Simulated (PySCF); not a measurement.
# ClH5NSi2, doublet, SMILES `N[SiH][SiH2]Cl`: electronic structure

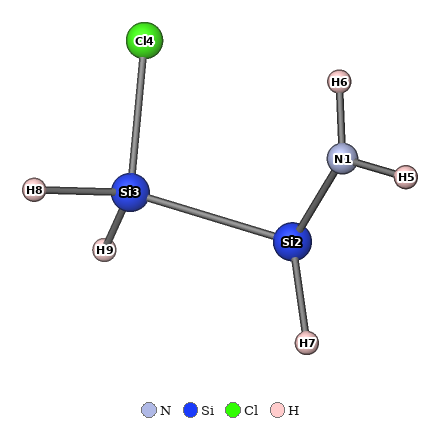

The molecule, with its atoms numbered as below. No frequency check shows the geometry to be a minimum.

Coordinates in Å:

```
N1       2.0087    1.0658    0.3723
Si2      1.4727   -0.3978   -0.3780
Si3     -0.6510   -0.9313    0.2609
Cl4     -1.7787    0.7370   -0.1514
H5       2.9776    1.3384    0.3606
H6       1.4147    1.8792    0.3565
H7       2.5743   -1.3172   -0.0513
H8      -1.1496   -1.3111    1.5917
H9      -1.1438   -1.9709   -0.6500
```

### 1. Bonding charge

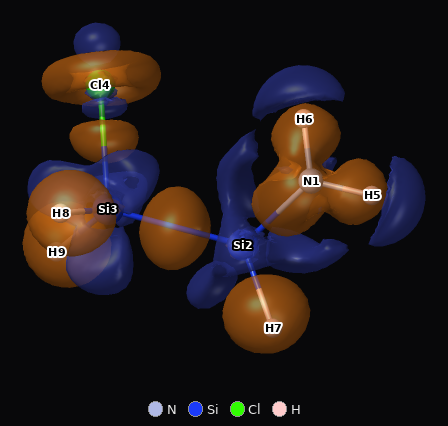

Deformation density (molecule less spherical, spin-averaged free atoms at the same positions), surfaces at ±0.05 e/Å³; orange: gain, blue: loss.

PySCF calculation, PBE/6-311+G**, gas phase; geometry: GFN2-xTB. The stability of the open-shell solution wasn't checked. GFN2-xTB doesn't know the spin state, so this open-shell geometry is rough.

**How much density has each bond gained at its critical point, relative to the free atoms?**

N1–H6: +0.77 e/Å³ at the bond critical point (bond length 1.01 Å). N1–H5: +0.77 e/Å³ at the bond critical point (bond length 1.01 Å). Si2–Si3: +0.24 e/Å³ at the bond critical point (bond length 2.28 Å). Si3–H9: +0.20 e/Å³ at the bond critical point (bond length 1.47 Å). Si3–H8: +0.20 e/Å³ at the bond critical point (bond length 1.47 Å). Si2–H7: +0.19 e/Å³ at the bond critical point (bond length 1.47 Å). N1–Si2: +0.10 e/Å³ at the bond critical point (bond length 1.73 Å); up to 0.6 Å beside the axis the gain reaches +0.39 e/Å³. Si3–Cl4: +0.04 e/Å³ at the bond critical point (bond length 2.06 Å); up to 0.6 Å beside the axis the gain reaches +0.16 e/Å³. In all, 2.0 electrons gather in the regions of gain relative to the promolecule. A small or negative value marks a very polar bond, one between electron-rich atoms, whose free-atom densities already overlap strongly, a long bond to a heavier atom, or a closed-shell contact such as a hydrogen bond.

**Where do the Hirshfeld charges lie?**

The highest Hirshfeld charge is on Si3 (+0.21 e), the lowest on N1 (−0.27 e).

### 2. Local ionisation energy

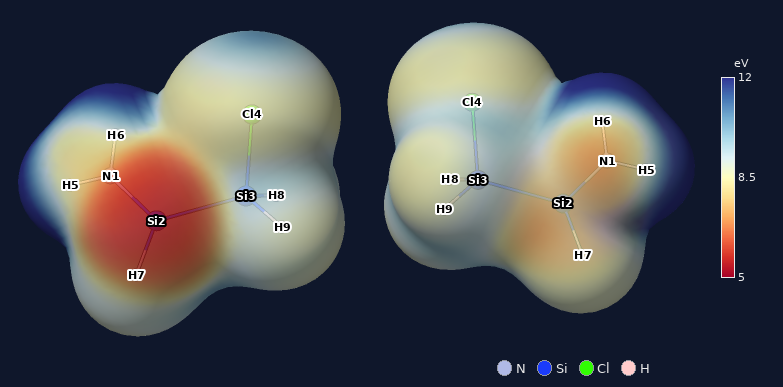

Average local ionisation energy on the surface of electron density 0.001 a.u. (back view left, front view right).

**Where are the most loosely bound electrons on this surface?**

The lowest value is 5.4 eV, 2.5 Å from Si2. Further minima include 7.3 eV, off the N1–H5 bond (2.0 to 2.2 Å from its atoms); 7.6 eV, off the Si2–H7 bond (2.1 to 2.4 Å from its atoms); 8.4 eV, 2.2 Å from Cl4. For comparison, the highest occupied orbital lies at −4.5 eV.

### 3. Spin density

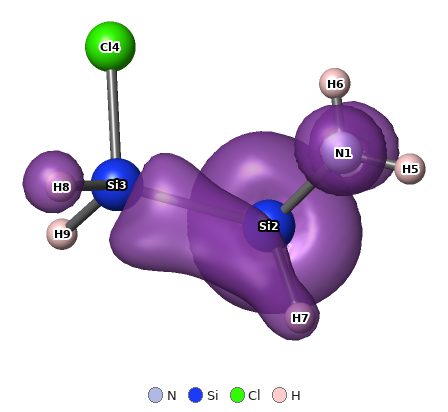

Spin density ρα − ρβ at ±0.02 e/Å³ (purple: excess α, green: excess β).

**How is the spin shared among the atoms?**

Hirshfeld spin populations: Si2 +0.61, N1 +0.16, Si3 +0.13 and H7 +0.04. ⟨S²⟩ = 0.75, as for a pure state.

### 4. In an electric field

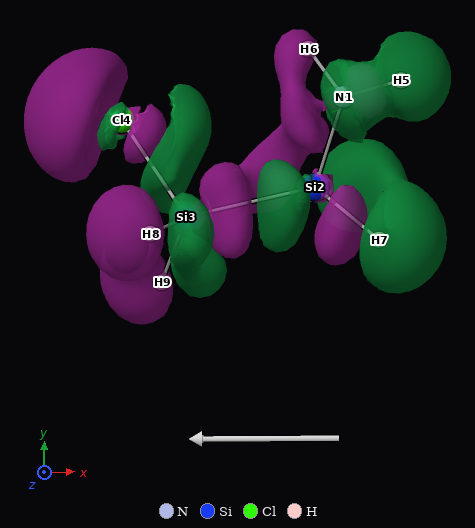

Change of the electron density in a uniform field of 0.51 V/Å along −x (arrow), surfaces at ±0.004 e/Å³ (green: gain, purple: loss).

PySCF calculation, LDA (SVWN)/def2-SVPD, gas phase; geometry: GFN2-xTB. The stability of the open-shell solution wasn't checked. GFN2-xTB doesn't know the spin state, so this open-shell geometry is rough.

**What dipole is induced, and what polarisability does it imply?**

The induced dipole is 2.71 D (along the field); α along this axis, from the fields in both directions, is 107 bohr³ (15.9 Å³).

**Which atoms gain and lose the most charge?**

Electrons gather most on H7 (Hirshfeld charge changes by −0.032 e) and leave Cl4 most (+0.048 e); 0.185 electrons are displaced in all.

### 5. Removing or adding an electron

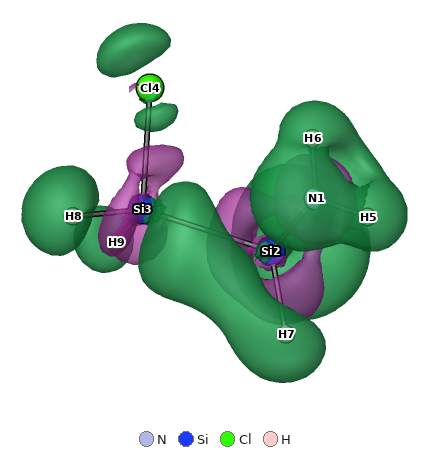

Fukui function f⁻ = ρ(N) − ρ(N−1) at fixed geometry, surfaces at ±0.015 e/Å³ (green positive, purple negative).

Method: TPSSh/6-311G**; geometry: GFN2-xTB; program: PySCF. GFN2-xTB doesn't know the spin state, so this open-shell geometry is rough.

**On which atoms does the density change most on removal of an electron?**

f⁻ (Hirshfeld-condensed) is largest on Si2 (0.38); the vertical ionisation energy is 7.52 eV (to the singlet cation, which needn't be its lowest state). Condensed values hint at sites of electrophilic attack but needn't mark the atom that reacts. Orbital relaxation makes it negative in places (0.20 e in all).

The PySCF runs shown took 36 s, 62 s and 2.3 min on 1 thread of Arm Neoverse V2 (shared host).
